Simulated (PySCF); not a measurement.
B$_{2}$H$_{2}$O$_{2}$

Input

```
from pyscf import gto, dft

mol = gto.M(
    atom='''
B       -0.833388      -1.669145       0.164643
B        0.317801      -0.433181      -0.447894
O       -0.867854      -0.913688      -1.010716
O        0.352244      -1.188616       0.727467
H       -1.601303      -2.493659       0.573209
H        1.085735       0.391292      -0.856509
''',
    basis='def2-tzvpd',
    spin=0,
    max_memory=3720,
    verbose=3,
)

mf = dft.RKS(mol)
mf.xc = 'pbe0'
mf = mf.density_fit(auxbasis='def2-universal-jkfit')
mf.max_cycle = 100
mf.grids.level = 3
mf.conv_tol = 1e-09
mf.kernel()
if not mf.converged:
    mf = mf.newton().run(mf.mo_coeff, mf.mo_occ)

e_final = mf.e_tot
print(f'total energy: {e_final:.8f} hartree')
grad = mf.nuc_grad_method().kernel()
mf.analyze()
```

Launched as:

```sh
OMP_NUM_THREADS=2 python calc.py
```

Geometry: PBE0-D4/def2-SVP.

Computed with PySCF, Gaussian-basis quantum chemistry of an isolated molecule with PySCF, energy and nuclear gradient, functional PBE0.

> What will maps of the electron density and electron localisation function show?

B–O (1.40 Å): ρ at the midpoint is about 2 e/Å³; the ELF peaks at about 0.90 between the atoms; a polar covalent bond.
B–B (1.80 Å): ρ is about 0.81 e/Å³ halfway; the ELF is about 0.25 at the midpoint.
B–H (1.20 Å): ρ at the midpoint is about 1.3 e/Å³; the ELF climbs to about 1 towards the hydrogen, as it does in any bond to H; an ordinary covalent bond to hydrogen.

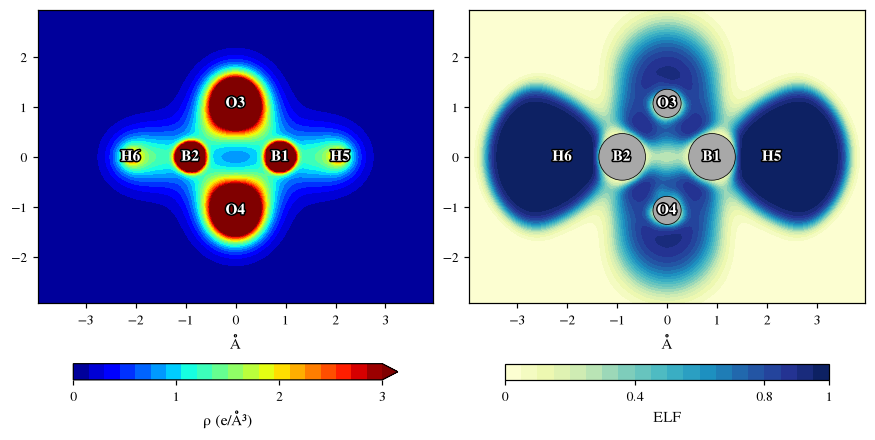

Computed electron density and electron localisation function on the molecular plane, in this order. Grey discs cover the atomic cores in the ELF map. 
